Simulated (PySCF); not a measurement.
InBr (charge +1, doublet)

| atom | x (Å) | y (Å) | z (Å) |
| --- | --- | --- | --- |
| In | 0.0000 | 0.0000 | -1.0065 |
| Br | 0.0000 | 0.0000 | 1.4655 |

Core potentials replace the inner electrons of In.

Computed with PySCF, PBE0/def2-TZVPPD, non-relativistic Hamiltonian with scalar-relativistic core potentials where named, at a bond length of 2.472 Å.

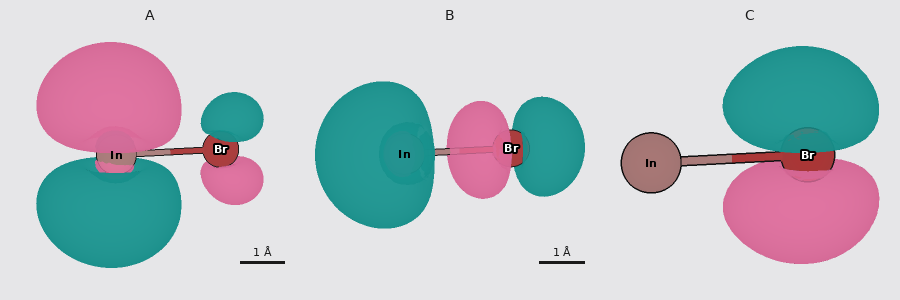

Figure 1. Three frontier α-spin orbitals, each drawn at the value that holds 80 % of its norm (teal and pink are the two phases), in no order; of a degenerate pair one member is drawn.

> Name the orbitals and rank them from lowest to highest energy.

Orbital C: π, occupied in this spin, −14.31 eV; mainly on Br (90 %).
Orbital B: σ, occupied in this spin, −14.13 eV; shared between the atoms (In 60 %, Br 40 %).
Orbital A: π, empty in this spin, −7.71 eV; mainly on In (90 %).

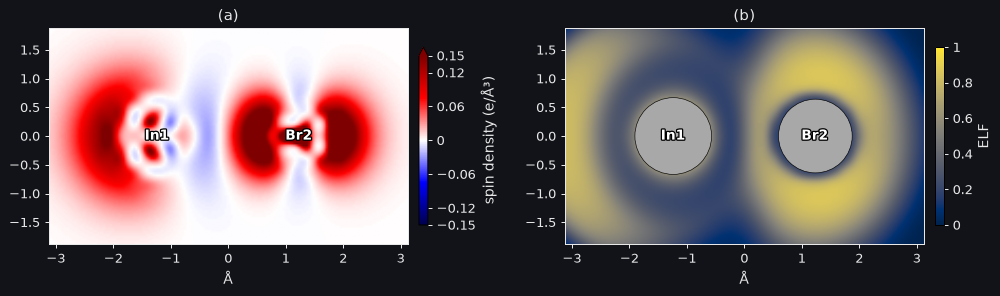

Figure 2. (a) spin density; (b) ELF on a plane that holds the molecular axis. Grey discs cover the atomic cores in the ELF map.

> What does the map show?

- The plane passes through In and Br nuclei.
- In–Br (2.47 Å): the ELF peaks at about 0.65 in the valence shell of Br, 1.0 Å from its nucleus, and drops to about 0.20 between the two atoms.
- The ELF also peaks beside Br2, away from the bonds: non-bonding electrons, paired or unpaired.
- The unpaired spin (1 electron) lies mostly on In1 (about 0.6) and Br2 (about 0.4), in electrons by Hirshfeld's partition.

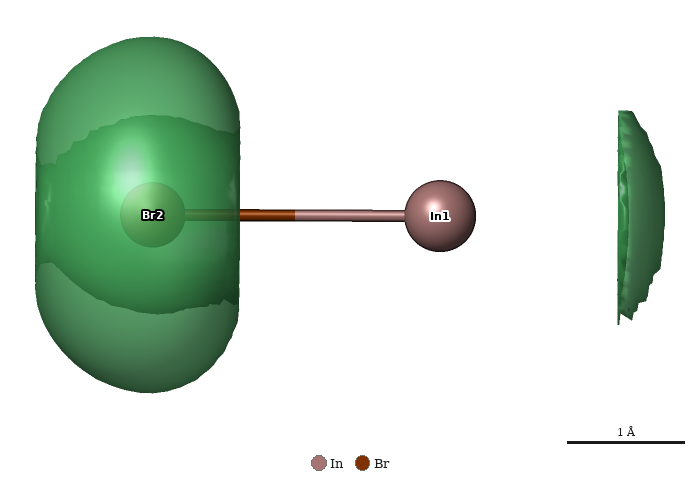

Figure 3. Isosurface of the electron localisation function at 0.75 (green), seen from one side. Only the valence region is drawn (cores and ρ < 0.01 e/Å³ removed).

> What do the ELF domains correspond to?

At this value the surface marks out one lobe on In, pointing away from the bonds (non-bonding electrons) and one region wrapped around Br (its valence shell).
